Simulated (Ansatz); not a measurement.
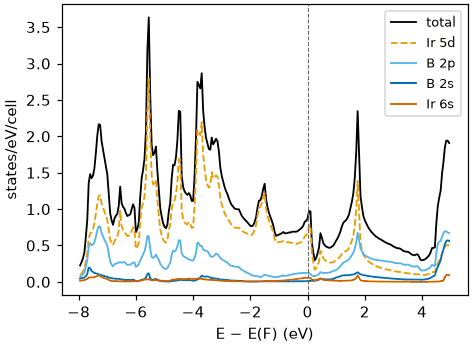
Fig. 1. Total and projected density of states of BIr in space group P-6m2 (No. 187; B on 1b, Ir on 1e), plane-wave PAW PBEsol (Ansatz code)

Question: Which orbitals carry the states next to the Fermi level?

Answer: Within 0.5 eV of the Fermi level: Ir 5d 73 %, B 2p 17 %, Ir 6s 6 %. Projections are on Löwdin-orthogonalised atomic valence shells; empty p or d shells of many metals are not among them.

Question: Where is the tallest occupied peak in this window, and what makes it?

Answer: Near -5.5 eV, about 3.6 states/eV per cell; the largest projected share is Ir 5d.

The first step of the workflow began from a Materials Project structure, measured or hypothetical; the Crystallography Open Database copy checked does not list it. Whether it is the stable phase at ambient conditions was not checked. The PBEsol relaxation kept the symmetry of its start. At this level the phase is mechanically unstable. The run is not spin-polarised. Scalar-relativistic: spin–orbit coupling is off unless named, which matters more the heavier the elements.

Potentials: the later of the program's two PAW sets.
